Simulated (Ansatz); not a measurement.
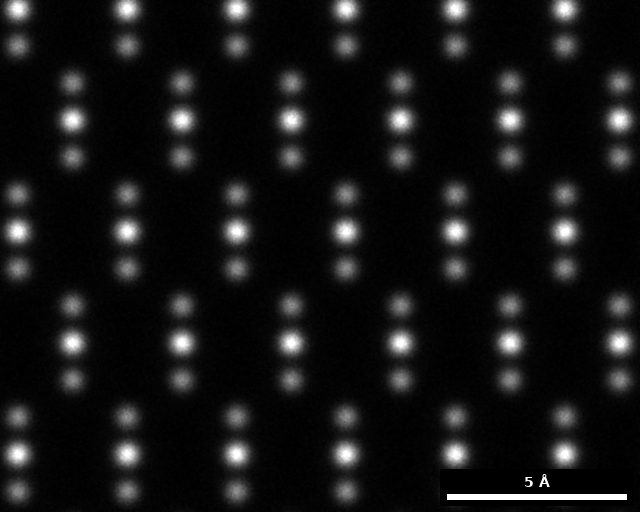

HAADF-like image of a crystal. The image is simulated as a sum over atoms of Z^1.7, blurred by a 0.50 Å probe (no channelling). The probe carries 15 % of its weight in a tail 2.5 times as wide. Shot noise was added.

**Give the net of the columns and its spacings.**

The pattern repeats on a centred rectangular net of 3.1 × 6.3 Å.

**Which plane group does this projection have?**

c2mm: perpendicular mirror lines on a centred net, with further twofold points between them.

**How many columns does the smallest repeating cell hold, and how many levels of brightness?**

3 columns in the primitive cell of 9.6 Å², with 2 levels of brightness (about 100, 50 % of the brightest, counted from the darkest point).

The crystal is Gd (P6_3/mmc, No. 194) seen along [201]. Structure used: coordinates from a relaxation with DFT PBE, scalar-relativistic, plane waves, PAW (Ansatz); the starting structure was generated, so it need not be a known form of this composition.
